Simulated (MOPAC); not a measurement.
**InH₂: frequency calculation**

- system: InH₂, multiplicity 2
- method: MNDO, unrestricted (MOPAC 23.2.5)

The geometry was optimised with MNDO.

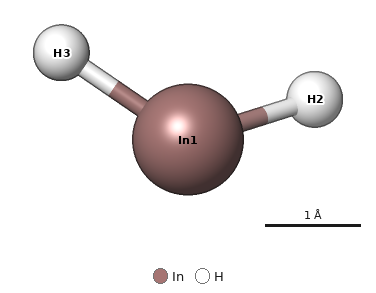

Fig. 1: The input geometry (ball-and-stick view, seen at a tilt; atoms are numbered from 1 in the order of the input). Sticks mark near contacts.

The input (input.mop)
```
UHF FORCE CHARGE=0 THERMO DOUBLET MNDO THREADS=1 AUX(PRECISION=6)
H2In, MNDO
[InH2]
In 0.376300 1 -0.427520 1 0.147566 1
H 0.689411 1 1.118874 1 0.499867 1
H -0.973855 1 -0.888425 1 -0.612780 1
```

Machine: 1 thread of AMD EPYC (Zen 5), 128 GiB of memory available, shared host.

Run as:
```bash
mopac input.mop
```

What the program printed
```
MOPAC v23.2.5
MNDO CALCULATION RESULTS

 *  MNDO       - The MNDO Hamiltonian to be used
 *  DOUBLET    - SPIN STATE DEFINED AS A DOUBLET
 *  UHF        - UNRESTRICTED HARTREE-FOCK CALCULATION
 *
 *
 *
 *                 CHARGE ON SYSTEM = 0
 *
 *
 *
 *  FORCE      - FORCE CALCULATION SPECIFIED
 *  THREADS=1  - MULTI-THREADING NOT USED
 *  AUX        - OUTPUT AUXILIARY INFORMATION
 *  THERMO     - THERMODYNAMIC QUANTITIES TO BE CALCULATED
UHF FORCE CHARGE=0 THERMO DOUBLET MNDO THREADS=1 AUX(PRECISION=6)
 H2In, MNDO
 [InH2]
   ATOM   CHEMICAL          X               Y               Z
  NUMBER   SYMBOL      (ANGSTROMS)     (ANGSTROMS)     (ANGSTROMS)

     1      In          0.37630000  *  -0.42752000  *   0.14756600  *
     2       H          0.68941100  *   1.11887400  *   0.49986700  *
     3       H         -0.97385500  *  -0.88842500  *  -0.61278000  *

          CARTESIAN COORDINATES

    NO.       ATOM           X           Y           Z

     1        In          0.3763     -0.4275      0.1476
     2         H          0.6894      1.1189      0.4999
     3         H         -0.9739     -0.8884     -0.6128

           Empirical Formula: H2 In  =     3 atoms

      MOLECULAR POINT GROUP   :   C2v

 DOUBLET STATE CALCULATION

          UHF CALCULATION, NO. OF ALPHA ELECTRONS =    3
                           NO. OF BETA  ELECTRONS =    2

          HEAT OF FORMATION =      63.619531 KCALS/MOLE

          CARTESIAN COORDINATE DERIVATIVES

   NUMBER  ATOM         X            Y            Z

     1      In     -0.000572     0.000533     0.000000
     2       H     -0.001183     0.000777     0.000000
     3       H      0.001755    -0.001310     0.000000

 DIPOLE           X         Y         Z       TOTAL
 POINT-CHG.    -0.739    -1.347     0.000     1.536
 HYBRID         0.617     1.125    -0.000     1.283
 SUM           -0.122    -0.222    -0.000     0.253

          GRADIENT NORM =   0.00272

          MOLECULAR WEIGHT =  116.84

          ROTATIONAL CONSTANTS IN CM(-1)

          A =   14.06396212   B =    4.16384133   C =    3.21268039

           PRINCIPAL MOMENTS OF INERTIA IN UNITS OF 10**(-40)*GRAM-CM**2

          A =        1.9904   B =        6.7228   C =        8.7132

          ORIENTATION OF MOLECULE IN FORCE CALCULATION

    NO.       ATOM         X         Y         Z

     1         In      -0.0065   -0.0118    0.0000
     2          H       1.6102   -0.0118    0.0000
     3          H      -0.8745    1.3520    0.0000

    FIRST DERIVATIVES WILL BE USED IN THE CALCULATION OF SECOND DERIVATIVES

          ESTIMATED TIME TO COMPLETE CALCULATION =        0.00 SECONDS

    FOR POINT-GROUP C2v  THERE ARE   4 UNIQUE SYMMETRY FUNCTIONS.

 STEP:   1 TIME =     0.00 SECS, INTEGRAL =      0.00 TIME LEFT: 172800.00
 STEP:   2 TIME =     0.00 SECS, INTEGRAL =      0.00 TIME LEFT: 172800.00
 STEP:   3 TIME =     0.00 SECS, INTEGRAL =      0.00 TIME LEFT: 172800.00
 STEP:   4 TIME =     0.00 SECS, INTEGRAL =      0.00 TIME LEFT: 172800.00
 STEP:   5 TIME =     0.00 SECS, INTEGRAL =      0.00 TIME LEFT: 172800.00
 STEP:   6 TIME =     0.00 SECS, INTEGRAL =      0.00 TIME LEFT: 172800.00
 STEP:   7                       INTEGRAL =      0.00 TIME LEFT: 172800.00
 STEP:   8                       INTEGRAL =      0.00 TIME LEFT: 172800.00
 STEP:   9                       INTEGRAL =      0.00 TIME LEFT: 172800.00

(To convert to Hartree/Bohr^2, multiply by (10^(-21) x N x a0^2)/(4.184 x 627.51) =  0.0642)

           FORCE MATRIX IN MILLIDYNES/ANGSTROM

                 In  1       H  2       H  3
 ------------------------------------------
    In    1   3.022751
     H    2   1.800745   1.797153
     H    3   1.799120   0.152138   1.797153

          HEAT OF FORMATION =      63.619531 KCALS/MOLE

          ZERO POINT ENERGY       6.010 KCAL/MOL

           NORMAL COORDINATE ANALYSIS (Total motion = 1 Angstrom)

   Root No.       1         2         3

                 1 A1      2 A1      1 B2

                 717.1    1741.4    1745.7

           1   -0.0037   -0.0020   -0.0067
           2   -0.0067   -0.0036    0.0037
           3    0.0000    0.0000    0.0000
           4    0.0002    0.4979    0.4962
           5    0.4962   -0.0038    0.0000
           6   -0.0000   -0.0000   -0.0000
           7    0.4185   -0.2706    0.2664
           8    0.2666    0.4180   -0.4186
           9   -0.0000   -0.0000    0.0000

           MASS-WEIGHTED COORDINATE ANALYSIS (NORMAL COORDINATES)

   Root No.       1         2         3

                 1 A1      2 A1      1 B2

                 717.1    1741.4    1745.7

           1   -0.0555   -0.0302   -0.1011
           2   -0.1012   -0.0550    0.0555
           3    0.0000    0.0000    0.0000
           4    0.0003    0.7057    0.7024
           5    0.7024   -0.0054    0.0000
           6   -0.0000   -0.0000   -0.0000
           7    0.5924   -0.3835    0.3772
           8    0.3774    0.5924   -0.5925
           9   -0.0000   -0.0000    0.0000

          DESCRIPTION OF VIBRATIONS

 VIBRATION          1    1A1         ATOM PAIR     ENERGY CONTRIBUTION    RADIAL
 FREQUENCY           717.07         In1 -- H 3         +50.0% ( 50.5%)      0.5%
 TRANSITION DIPOLE   1.1046         In1 -- H 2         +50.0% ( 50.5%)      0.5%
 TRAVEL (Ang.)       0.4290
 REDUCED MASS        0.5110
 EFFECTIVE MASS      1.3135
 FORCE CONSTANT      0.1548

 VIBRATION          2    2A1         ATOM PAIR     ENERGY CONTRIBUTION    RADIAL
 FREQUENCY          1741.44         In1 -- H 2         +50.0% ( 70.6%)     99.5%
 TRANSITION DIPOLE   0.2763         In1 -- H 3         +50.0% ( 70.6%)     99.5%
 TRAVEL (Ang.)       0.2778
 REDUCED MASS        0.5018
 EFFECTIVE MASS      1.0869
 FORCE CONSTANT      0.8965

 VIBRATION          3    1B2         ATOM PAIR     ENERGY CONTRIBUTION    RADIAL
 FREQUENCY          1745.68         In1 -- H 3         +50.0% ( 70.8%)     99.5%
 TRANSITION DIPOLE   0.7528         In1 -- H 2         +50.0% ( 70.8%)     99.5%
 TRAVEL (Ang.)       0.2749
 REDUCED MASS        0.5110
 EFFECTIVE MASS      1.2841
 FORCE CONSTANT      0.9174

      SYMMETRY NUMBER FOR POINT-GROUP C2v =  2

          SYSTEM IS A GROUND STATE

 [InH2]
 H2In, MNDO

          MOLECULE IS NOT LINEAR

          THERE ARE  3 GENUINE VIBRATIONS IN THIS SYSTEM
          THIS THERMODYNAMICS CALCULATION IS LIMITED TO
          MOLECULES WHICH HAVE NO INTERNAL ROTATIONS

                    CALCULATED THERMODYNAMIC PROPERTIES
                                          *
   TEMP. (K)   PARTITION FUNCTION   H.O.F.    ENTHALPY  HEAT CAPACITY ENTROPY
                                   KCAL/MOL   CAL/MOLE    CAL/K/MOL  CAL/K/MOL

 298.00  VIB.     0.1033D+01                    68.5882     0.8584     0.2944
         ROT.     0.1926D+03                   888.2803     2.9808    13.4347
         INT.     0.1989D+03                   956.8685     3.8393    13.7290
         TRA.     0.1221D+28                  1480.4672     4.9680    40.1796
         TOT.                       63.620    2437.3357     8.8073    53.9086

 200.00  VIB.     0.1006D+01                    11.8932     0.3098     0.0709
         ROT.     0.1059D+03                   596.1613     2.9808    12.2460
         INT.     0.1065D+03                   608.0545     3.2906    12.3169
         TRA.     0.6713D+27                   993.6021     4.9680    38.1984
         TOT.                       62.784    1601.6566     8.2587    50.5154

 210.00  VIB.     0.1007D+01                    15.2484     0.3615     0.0873
         ROT.     0.1139D+03                   625.9693     2.9808    12.3914
         INT.     0.1148D+03                   641.2177     3.3423    12.4787
         TRA.     0.7223D+27                  1043.2822     4.9680    38.4408
         TOT.                       62.867    1684.5000     8.3103    50.9196

 220.00  VIB.     0.1009D+01                    19.1294     0.4149     0.1053
         ROT.     0.1222D+03                   655.7774     2.9808    12.5301
         INT.     0.1233D+03                   674.9068     3.3957    12.6354
         TRA.     0.7745D+27                  1092.9623     4.9680    38.6720
         TOT.                       62.950    1767.8691     8.3637    51.3074

 230.00  VIB.     0.1011D+01                    23.5511     0.4696     0.1250
         ROT.     0.1306D+03                   685.5855     2.9808    12.6626
         INT.     0.1321D+03                   709.1366     3.4504    12.7876
         TRA.     0.8279D+27                  1142.6424     4.9680    38.8928
         TOT.                       63.034    1851.7790     8.4184    51.6804

 240.00  VIB.     0.1014D+01                    28.5248     0.5253     0.1462
         ROT.     0.1392D+03                   715.3935     2.9808    12.7895
         INT.     0.1411D+03                   743.9184     3.5061    12.9356
         TRA.     0.8824D+27                  1192.3226     4.9680    39.1042
         TOT.                       63.118    1936.2409     8.4741    52.0398

 250.00  VIB.     0.1016D+01                    34.0589     0.5817     0.1687
         ROT.     0.1480D+03                   745.2016     2.9808    12.9111
         INT.     0.1504D+03                   779.2605     3.5625    13.0799
         TRA.     0.9382D+27                  1242.0027     4.9680    39.3070
         TOT.                       63.203    2021.2632     8.5305    52.3869

 260.00  VIB.     0.1019D+01                    40.1597     0.6386     0.1927
         ROT.     0.1570D+03                   775.0097     2.9808    13.0281
         INT.     0.1600D+03                   815.1694     3.6194    13.2207
         TRA.     0.9950D+27                  1291.6828     4.9680    39.5019
         TOT.                       63.289    2106.8522     8.5874    52.7226

 270.00  VIB.     0.1023D+01                    46.8322     0.6960     0.2178
         ROT.     0.1661D+03                   804.8177     2.9808    13.1405
         INT.     0.1698D+03                   851.6499     3.6768    13.3584
         TRA.     0.1053D+28                  1341.3629     4.9680    39.6894
         TOT.                       63.375    2193.0128     8.6448    53.0478

 280.00  VIB.     0.1026D+01                    54.0803     0.7537     0.2442
         ROT.     0.1754D+03                   834.6258     2.9808    13.2490
         INT.     0.1800D+03                   888.7061     3.7345    13.4931
         TRA.     0.1112D+28                  1391.0430     4.9680    39.8701
         TOT.                       63.462    2279.7491     8.7025    53.3632

 290.00  VIB.     0.1030D+01                    61.9075     0.8118     0.2716
         ROT.     0.1849D+03                   864.4339     2.9808    13.3536
         INT.     0.1904D+03                   926.3413     3.7926    13.6252
         TRA.     0.1172D+28                  1440.7231     4.9680    40.0444
         TOT.                       63.549    2367.0644     8.7606    53.6696

 300.00  VIB.     0.1034D+01                    70.3168     0.8701     0.3001
         ROT.     0.1945D+03                   894.2419     2.9808    13.4546
         INT.     0.2011D+03                   964.5587     3.8510    13.7548
         TRA.     0.1233D+28                  1490.4032     4.9680    40.2128
         TOT.                       63.637    2454.9619     8.8190    53.9676

 310.00  VIB.     0.1038D+01                    79.3114     0.9288     0.3296
         ROT.     0.2043D+03                   924.0500     2.9808    13.5523
         INT.     0.2121D+03                  1003.3614     3.9096    13.8820
         TRA.     0.1295D+28                  1540.0833     4.9680    40.3757
         TOT.                       63.726    2543.4447     8.8776    54.2577

 320.00  VIB.     0.1042D+01                    88.8944     0.9878     0.3601
         ROT.     0.2143D+03                   953.8580     2.9808    13.6470
         INT.     0.2234D+03                  1042.7524     3.9686    14.0070
         TRA.     0.1359D+28                  1589.7634     4.9680    40.5334
         TOT.                       63.815    2632.5158     8.9366    54.5405

 330.00  VIB.     0.1047D+01                    99.0686     1.0471     0.3914
         ROT.     0.2244D+03                   983.6661     2.9808    13.7387
         INT.     0.2350D+03                  1082.7348     4.0279    14.1301
         TRA.     0.1423D+28                  1639.4435     4.9680    40.6863
         TOT.                       63.904    2722.1783     8.9959    54.8164

 340.00  VIB.     0.1052D+01                   109.8374     1.1067     0.4235
         ROT.     0.2347D+03                  1013.4742     2.9808    13.8277
         INT.     0.2469D+03                  1123.3116     4.0875    14.2512
         TRA.     0.1488D+28                  1689.1236     4.9680    40.8346
         TOT.                       63.995    2812.4352     9.0555    55.0858

 350.00  VIB.     0.1057D+01                   121.2037     1.1666     0.4564
         ROT.     0.2451D+03                  1043.2822     2.9808    13.9141
         INT.     0.2591D+03                  1164.4860     4.1474    14.3705
         TRA.     0.1554D+28                  1738.8037     4.9680    40.9786
         TOT.                       64.085    2903.2897     9.1154    55.3492

 360.00  VIB.     0.1062D+01                   133.1707     1.2268     0.4902
         ROT.     0.2557D+03                  1073.0903     2.9808    13.9981
         INT.     0.2717D+03                  1206.2610     4.2076    14.4882
         TRA.     0.1621D+28                  1788.4838     4.9680    41.1186
         TOT.                       64.177    2994.7448     9.1756    55.6068

 370.00  VIB.     0.1068D+01                   145.7412     1.2873     0.5246
         ROT.     0.2665D+03                  1102.8984     2.9808    14.0797
         INT.     0.2846D+03                  1248.6396     4.2681    14.6043
         TRA.     0.1689D+28                  1838.1639     4.9680    41.2547
         TOT.                       64.269    3086.8035     9.2361    55.8591

 380.00  VIB.     0.1074D+01                   158.9179     1.3481     0.5597
         ROT.     0.2773D+03                  1132.7064     2.9808    14.1592
         INT.     0.2978D+03                  1291.6244     4.3289    14.7190
         TRA.     0.1758D+28                  1887.8440     4.9680    41.3872
         TOT.                       64.362    3179.4684     9.2969    56.1062

 390.00  VIB.     0.1080D+01                   172.7033     1.4090     0.5955
         ROT.     0.2883D+03                  1162.5145     2.9808    14.2367
         INT.     0.3114D+03                  1335.2178     4.3899    14.8322
         TRA.     0.1828D+28                  1937.5242     4.9680    41.5163
         TOT.                       64.455    3272.7420     9.3579    56.3485

 400.00  VIB.     0.1086D+01                   187.0995     1.4702     0.6320
         ROT.     0.2995D+03                  1192.3226     2.9808    14.3121
         INT.     0.3253D+03                  1379.4221     4.4510    14.9441
         TRA.     0.1899D+28                  1987.2043     4.9680    41.6420
         TOT.                       64.549    3366.6264     9.4190    56.5861

   *: NOTE: HEATS OF FORMATION ARE RELATIVE TO THE
            ELEMENTS IN THEIR STANDARD STATE AT 298K
              (=  Standard Enthalpy of Formation).

            Hvib:  Zero-point energy is not included.
                   frequencies of less than zero cm-1 are not included.
            Hrot = (3/2)RT
            Htra = (3/2)RT + pV = (5/2)RT

            Heat capacity is Cp, not Cv

           FORCE CONSTANT IN CARTESIAN COORDINATES (Millidynes/A)

    ATOM   CHEMICAL       X               Y               Z
   NUMBER   SYMBOL  FORCE CONSTANT  FORCE CONSTANT  FORCE CONSTANT

      1      In        2.402480        1.611584        0.003171
      2       H        1.789637        0.149607        0.002207
      3       H        0.628729        1.310515        0.002207

 *                    *
 * JOB ENDED NORMALLY *
 *                    *

 TOTAL JOB TIME:             0.02 SECONDS

 == MOPAC DONE ==
```

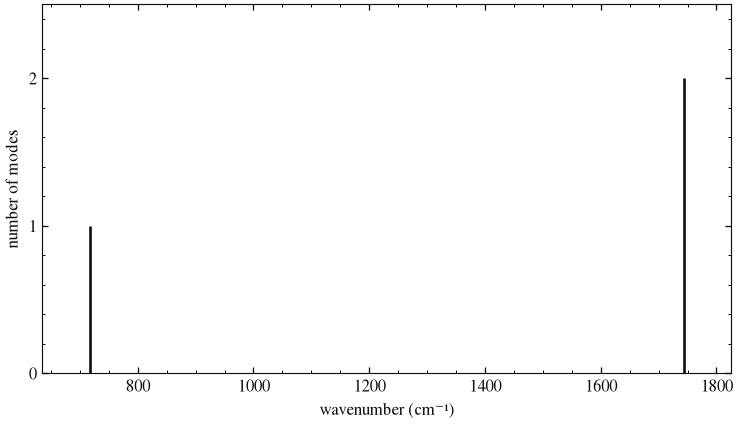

Fig. 2: Harmonic vibrational wavenumbers from the force constants; neighbouring modes closer than 5 cm⁻¹ are counted in one stick. 3 modes from 717 to 1746 cm⁻¹, none imaginary.

Summary

```csv
quantity,value
outcome,converged
heat of formation,63.62 kcal/mol
basis functions,6
zero-point energy,0.009578 hartree
"wavenumbers, lowest and highest",717 and 1746 cm⁻¹
peak memory,0.071 GiB
```

MOPAC's energies along a path are heats of formation.
